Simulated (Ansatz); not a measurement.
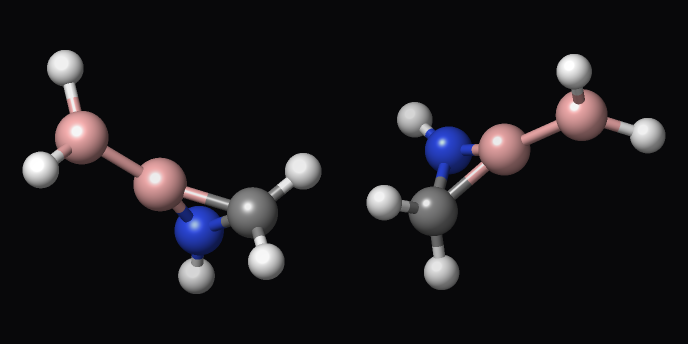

The same structure drawn twice, from different directions. Colours: boron pink, carbon grey, nitrogen blue, hydrogen white.

Description:

Formula CH5B2N. As SMILES it reads `BB1CN1`. Independent rings (smallest set): 1 of 3 members. Among its groups: B–H bond. Coordination, clear cases only: 1 B trigonal planar.

The parts below concern this one geometry. Atoms keep their numbers from picture to picture. Computed geometry: PBE0-D4/def2-TZVP optimisation.

### Shape

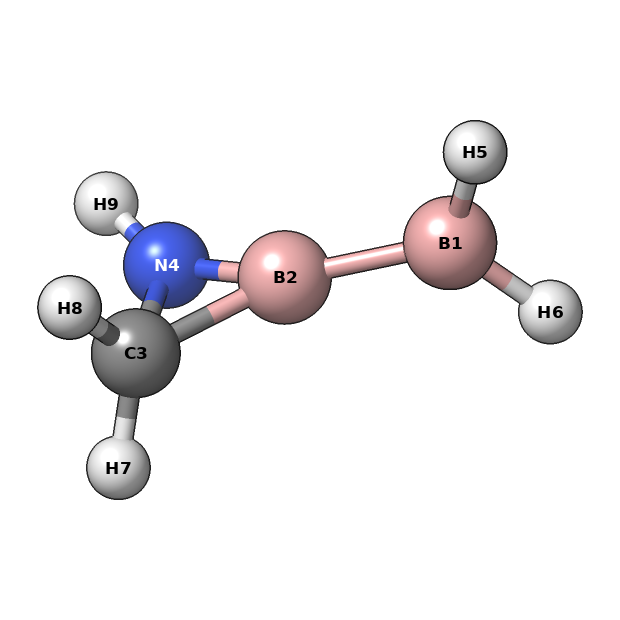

Atoms carry their numbers in the input.

List the bonds and their lengths.

| bond | length (Å) | order |
| --- | --- | --- |
| B1–B2 | 1.632 | single |
| B1–H5 | 1.198 | single |
| B1–H6 | 1.197 | single |
| B2–C3 | 1.590 | single |
| B2–N4 | 1.356 | single |
| C3–N4 | 1.443 | single |
| C3–H7 | 1.088 | single |
| C3–H8 | 1.090 | single |
| N4–H9 | 1.003 | single |

### Dipole moment

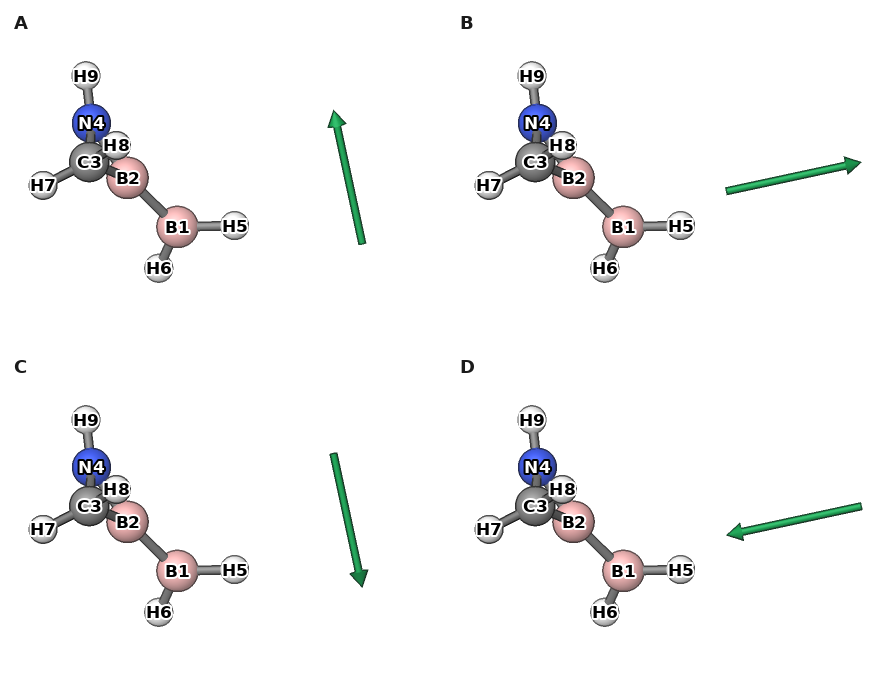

The same molecule four times, each with an arrow. Method: RKS PBE0-D4/def2-TZVP (Ansatz 0.2.0).

Which arrow points along the dipole moment, from the negative to the positive end?

Answer. A. The dipole moment is 1.41 D; it points from the side of H6 to the side of H9 (the outermost atoms at the two ends).

### Levels of theory compared

Program: Ansatz 0.2.0.

At this fixed geometry, give vertical IP (eV), HOMO–LUMO gap (eV), HOMO energy (eV) at these levels: B3LYP-D4/def2-TZVPP; PBE-D4/def2-TZVPP; PBE0-D4/def2-TZVPP; r2SCAN-D4/def2-TZVPP; ωB97M-V/def2-TZVPP; ωB97X-V/def2-TZVPP.

| level | vertical IP (eV) | HOMO–LUMO gap (eV) | HOMO energy (eV) |
| --- | --- | --- | --- |
| B3LYP-D4/def2-TZVPP | 9.77 | 5.28 | −7.29 |
| PBE-D4/def2-TZVPP | 9.62 | 3.58 | −6.32 |
| PBE0-D4/def2-TZVPP | 9.73 | 5.70 | −7.50 |
| r2SCAN-D4/def2-TZVPP | 9.62 | 4.09 | −6.49 |
| ωB97M-V/def2-TZVPP | 9.76 | 9.82 | −9.73 |
| ωB97X-V/def2-TZVPP | 9.76 | 10.19 | −9.83 |

### Charges

The questions are on Mulliken charges. Properties computed with RKS B3LYP-D4/def2-TZVPP (Ansatz 0.2.0).

Give the Mulliken charges atom by atom.

| atom | value (e) |
| --- | --- |
| B1 | −0.11 |
| B2 | 0.01 |
| C3 | −0.20 |
| N4 | −0.17 |
| H5 | 0.05 |
| H6 | 0.05 |
| H7 | 0.10 |
| H8 | 0.09 |
| H9 | 0.17 |

Mulliken values depend strongly on the basis set and can even reverse the polarity of a bond.
